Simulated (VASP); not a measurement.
Energy against volume of ZrC (rock salt). Calculation: PBEsol GGA, VASP's PBE PAW potentials (set 64) (plane waves; VASP).

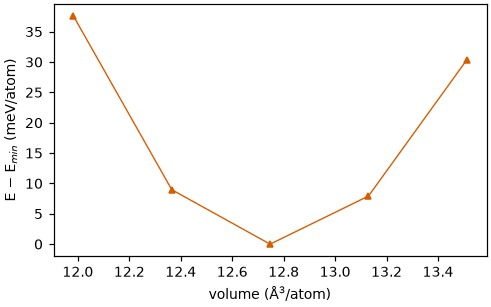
Fig. 1. Energy against volume

Q: Estimate the equilibrium volume and the bulk modulus.

A: The minimum lies near 12.7 Å³/atom, and the curvature gives B0 of about 240 GPa.

Measured: a 4.696 Å (computed value off by -0.5 %), as given by Guo-Xu Zhang et al., New Journal of Physics (2018), doi:10.1088/1367-2630/aac7f0. The calculation is for a static lattice, while the measured a holds thermal and zero-point effects, which are part of the difference.

The compound is ZrC in the rock salt structure. It was relaxed first.
